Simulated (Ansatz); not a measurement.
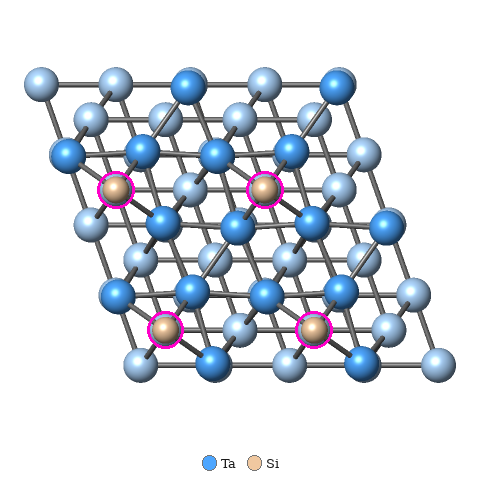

Two computed energy maps of cells of Ta. The picture above is the structure of the first map at its lowest point; rings mark the moved atoms.

Map 1

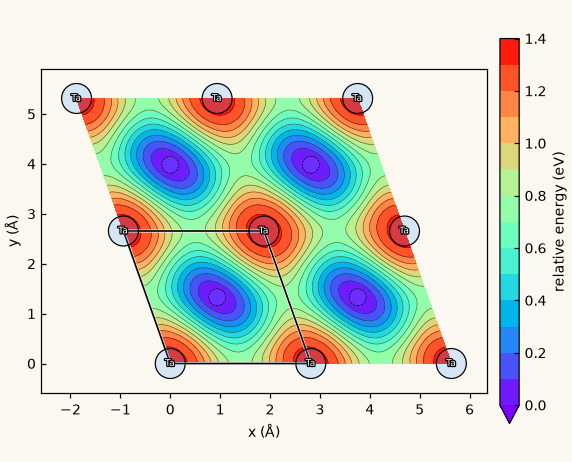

Si on a Ta(110) slab cut from the Im-3m phase, its upper half relaxed before the scan (12 atoms of substrate and one adsorbate in a 2 × 2 cell). Si is moved over the surface cell; relaxed at each place: the height of the adsorbate's atoms and the top layer of the substrate; the origin of the map has the adsorbate above Ta9. Places are given modulo a cell vector. The map is drawn in real space over the plane of the surface. The scan uses a 6 × 6 grid; 13 points were computed and 23 follow by symmetry. Places are given in fractions of the 1 × 1 surface cell. All energies are given in eV relative to the lowest grid point. Theory: Ansatz, DFT LDA, scalar-relativistic, plane waves, PAW. Settings: cutoff 420 eV, k-mesh 5×5×1, gaussian smearing 0.1 eV, no spin polarisation.

In the figure: filled contours, labelled circles for the atoms of the top layer and small ones for the second layer, the outline of one cell of the 2 × 2 shown. Between grid points the surface is interpolated.

Map 2

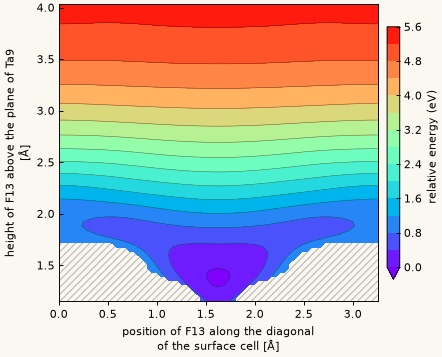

F on a Ta(110) slab cut from the Im-3m phase, its upper half relaxed before the scan (12 atoms of substrate and one adsorbate in a 2 × 2 cell). 
- F is moved along a line over the surface and along the normal, above a rigid substrate.
- First axis: position of F13 along the diagonal of the surface cell, from above Ta9. Second axis: height of F13 above the plane of Ta9.
- The grid has 6 × 8 points; 27 points were computed and 13 follow by symmetry. At 8 points there is no value (left out of the scan, as a rule where atoms come close).
- Points are written as (first, second).
- Energies: eV, counted from the lowest grid point.
- This map comes from Ansatz 0.2.0, DFT LDA, scalar-relativistic, plane waves, PAW. Settings: cutoff 420 eV, k-mesh 5×5×1, gaussian smearing 0.1 eV, spin-polarised.

The picture shows filled contours, hatched blanks where no value was computed. Between grid points the surface is interpolated.

**Summarise the maps one by one.**

Map 1: The lowest grid point is at a bridge site between two Ta atoms, over a second-layer Ta atom, (3/6, 3/6) of the cell vectors. It is the only kind of minimum in the scanned range. The highest grid point, the top site over a surface Ta atom, (0/6, 0/6) of the cell vectors, lies 1.36 eV above the lowest. On the interpolated surface the easiest way out of the lowest well to its copy in the next cell or period passes a barrier of about 0.76 eV. At the lowest point the adsorbate has 2 Ta at 2.48 Å as nearest neighbours, at the highest 1 Ta at 2.39 Å. Its relaxed height above the top atom is 1.76 Å at the lowest and 2.30 Å at the highest point.
Map 2: The lowest grid point is at (1.63 Å, 1.47 Å) [nearest 2 Ta at 2.19 Å]. It is the only kind of minimum in the scanned range. The highest grid point, (1.63 Å, 4.03 Å), lies 5.33 eV above the lowest. On the interpolated surface the easiest way out of the lowest well to its copy in the next cell or period passes a barrier of about 0.9 eV, counted from the interpolated bottom of the well.

PAW datasets: the set soft_1.
